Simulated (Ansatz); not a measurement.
# One shape, several levels: singlet [NH2]+

We compute a comparison of 6 runs (HF/3-21G, BHLYP/def2-TZVPPD, CAM-B3LYP/def2-TZVPPD, PBE-QIDH/def2-TZVPPD, SVWN5/def2-TZVPPD, revPBE/def2-TZVPPD) of singlet [NH2]+. 

Program for the calculation: Ansatz 0.2.0.

34 further runs of the same task are left out: 34 set aside as unsound or not needed.

### Step 1. The system as given

The species is [NH2]+ (3 atoms), meant as a singlet with charge +1. As SMILES of the parent species, `[NH2]`. The coordinates come from a PBE0-D4/def2-TZVP relaxation. That shape belongs to the parent species and isn't relaxed for this state.

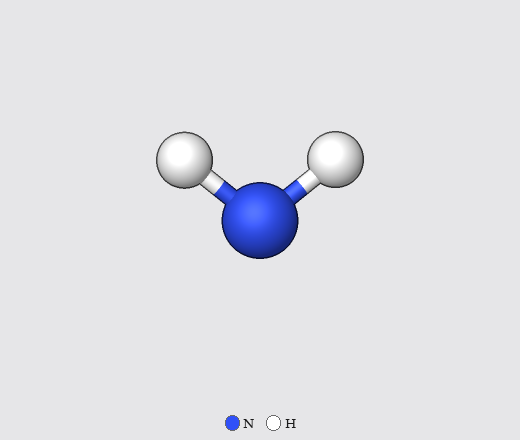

Viewed from a chosen angle; nitrogen blue, hydrogen white.

### Step 2. A single-point energy at HF/3-21G (run 1)

run.yaml reads:

```yaml
crystal:
  periodic: [false, false, false]
  atoms:
    - symbol: "N"
      position_ang: [0.337090, -0.200010, 0.166180]
    - symbol: H
      position_ang: [0.130750, 0.805920, 0.159430]
    - symbol: H
      position_ang: [-0.467840, -0.605900, -0.325600]
basis:
  gaussian:
    orbitals: 3-21G.json
total_charge: 1
hamiltonian:
  xc: hf
accuracy: high
output:
  orbitals: {seedname: orbitals}
```

The basis set 3-21G is read from a file made from the Basis Set Exchange's data (not shown).

On the command line:

```console
$ ansatz run run.yaml --threads 1 --pin off --max-ram 3480MiB --events-out events.jsonl --progress --plain --runs-dir runs
```

The program printed:

```text
Warning: RAYON_NUM_THREADS=1 ignored (pool sized by the plan → 1); use --threads N
Functional definition: HF
  name "HF"
  exchange = exact_x
  correlation = 0
248 factors; integrals over basis functions are off by at most 4.4e-9 eV
mean field evaluation 1: about -1491.2987 eV, gradient 1.5e1 eV
mean field evaluation 2: about -1491.2908 eV, gradient 1.4e1 eV
mean field evaluation 4: about -1491.7064 eV, gradient 5.6e-1 eV
mean field evaluation 8: about -1491.7075 eV, gradient 1.6e-4 eV
mean field -1491.70745669 eV, -54.8192379179 hartree, gradient 2.1e-8 eV, S^2 0.000000; 0 other end points of the search recorded, 0 dependent functions left out
reference -1491.70745669 eV, -54.8192379179 hartree; 4, 4 occupied and 9, 9 virtual orbitals, 248 factors
Total energy: -1491.70745669 eV, -54.8192379179 hartree
```

Wall time 0.06 s (1 thread of Intel Xeon Platinum 8375C at 2.90GHz (Ice Lake), shared host).

### Step 3. A single-point energy at BHLYP/def2-TZVPPD (run 2)

job.yaml reads:

```yaml
crystal:
  periodic: [false, false, false]
  atoms:
    - symbol: "N"
      position_ang: [0.337090, -0.200010, 0.166180]
    - symbol: H
      position_ang: [0.130750, 0.805920, 0.159430]
    - symbol: H
      position_ang: [-0.467840, -0.605900, -0.325600]
basis:
  gaussian: {orbitals: def2-TZVPPD.json}
hamiltonian: {xc: {name: BHLYP}}
total_charge: 1
output: {orbitals: {seedname: orbitals}}
accuracy: high
magnetization: {spin_polarized: false}
```

The basis set def2-TZVPPD is read from a file made from the Basis Set Exchange's data (not shown).

On the command line:

```console
$ ansatz run job.yaml --threads 1 --pin off --max-ram 3480MiB --events-out events.jsonl --progress --plain --runs-dir runs
```

The program printed:

```text
Warning: RAYON_NUM_THREADS=1 ignored (pool sized by the plan → 1); use --threads N
Functional definition: BHLYP
  name "BHLYP"
  parameter a = 0.5
  exchange = (1 - a)*b88_x + a*exact_x
  correlation = lyp_c
1087 factors; integrals over basis functions are off by at most 3.7e-9 eV
mean field evaluation 1: about -1505.6771 eV, gradient 3.4e1 eV
mean field evaluation 2: about -1506.9674 eV, gradient 2.1e1 eV
mean field evaluation 4: about -1507.8400 eV, gradient 4.3e-1 eV
mean field evaluation 8: about -1507.8407 eV, gradient 1.2e-3 eV
mean field evaluation 16: about -1507.8407 eV, gradient 1.7e-8 eV
mean field -1507.84067555 eV, -55.4121227752 hartree, gradient 1.6e-8 eV, S^2 0.000000; 0 other end points of the search recorded, 0 dependent functions left out
reference -1507.84068985 eV, -55.4121233010 hartree; 4, 4 occupied and 67, 67 virtual orbitals, 1087 factors
Total energy: -1507.84068985 eV, -55.4121233010 hartree
```

Run time: 1.2 s. Hardware: 1 thread of Intel Xeon Platinum 8375C at 2.90GHz (Ice Lake), shared host; peak memory 0.14 GiB.

Runs 3 to 5 aren't shown in full; the table further down has their settings and results.

### Step 4. A single-point energy at revPBE/def2-TZVPPD (run 6)

input.yaml reads:

```yaml
crystal:
  periodic: [false, false, false]
  atoms:
    - {symbol: "N", position_ang: [0.337090, -0.200010, 0.166180]}
    - {symbol: H, position_ang: [0.130750, 0.805920, 0.159430]}
    - {symbol: H, position_ang: [-0.467840, -0.605900, -0.325600]}
basis:
  gaussian:
    orbitals: def2-TZVPPD.json
magnetization:
  spin_polarized: false
  initial_magnetization: 0
output: {orbitals: {seedname: orbitals}}
total_charge: 1
accuracy: high
hamiltonian:
  xc: {name: revPBE}
```

The basis set def2-TZVPPD is read from a file made from the Basis Set Exchange's data (not shown).

On the command line:

```console
$ ansatz run input.yaml --threads 1 --pin off --max-ram 3480MiB --events-out events.jsonl --progress --plain --runs-dir runs
```

The program printed:

```text
Warning: RAYON_NUM_THREADS=1 ignored (pool sized by the plan → 1); use --threads N
Functional definition: revPBE
  name "revPBE"
  parameter kappa = 1.245
  parameter beta = 0.06672455060314922
  exchange = pbe_x(kappa = kappa, mu = beta*pi^2/3)
  correlation = pbe_c(beta = beta)
1087 factors; integrals over basis functions are off by at most 3.7e-9 eV
mean field evaluation 1: about -1502.9956 eV, gradient 5.1e1 eV
mean field evaluation 2: about -1500.7831 eV, gradient 5.7e1 eV
mean field evaluation 4: about -1507.9854 eV, gradient 4.8e-1 eV
mean field evaluation 8: about -1507.9862 eV, gradient 4.7e-3 eV
mean field evaluation 16: about -1507.9862 eV, gradient 4.5e-9 eV
mean field -1507.98623935 eV, -55.4174721463 hartree, gradient 2.6e-9 eV, S^2 0.000000; 0 other end points of the search recorded, 0 dependent functions left out
reference -1507.98624186 eV, -55.4174722384 hartree; 4, 4 occupied and 67, 67 virtual orbitals, 1087 factors
Total energy: -1507.98624186 eV, -55.4174722384 hartree
```

It took 1 s on 1 thread of Intel Xeon Platinum 8375C at 2.90GHz (Ice Lake), shared host; peak memory 0.14 GiB.

### Step 5. All runs side by side

```csv
run,level,frozen core orbitals,energy (Eh),HOMO energy (eV),LUMO energy (eV),HOMO–LUMO gap (eV),wall time
1,HF/3-21G,–,-54.819238,-25.28,-9.85,15.43,0.06 s
2,BHLYP/def2-TZVPPD,–,-55.412123,-22.66,-14.36,8.30,1.2 s
3,CAM-B3LYP/def2-TZVPPD,–,-55.407331,-22.43,-14.96,7.47,1.4 s
4,PBE-QIDH/def2-TZVPPD,1,-55.359843,-23.86,-12.74,11.12,1.4 s
5,SVWN5/def2-TZVPPD,–,-54.942890,-18.99,-18.71,0.27,0.87 s
6,revPBE/def2-TZVPPD,–,-55.417472,-19.02,-18.17,0.84,1 s
```

### Step 6. What came out

```
            quantity         value
 run 6: total energy  -55.41747 Eh
  run 6: HOMO energy     -19.02 eV
  run 6: LUMO energy     -18.17 eV
run 6: HOMO–LUMO gap       0.84 eV
```

In words: The HOMO–LUMO gap runs from 0.27 eV (SVWN5/def2-TZVPPD) to 15.43 eV (HF/3-21G). The two ends differ in method and basis. Totals of different functionals can't be ranked against each other. In run 4 the log says that unrestricted orbitals would lower the reference, so the values rest on an unstable closed-shell determinant (other closed-shell runs at this shape may share the fault). All runs together took 6 s, the longest 1.4 s.
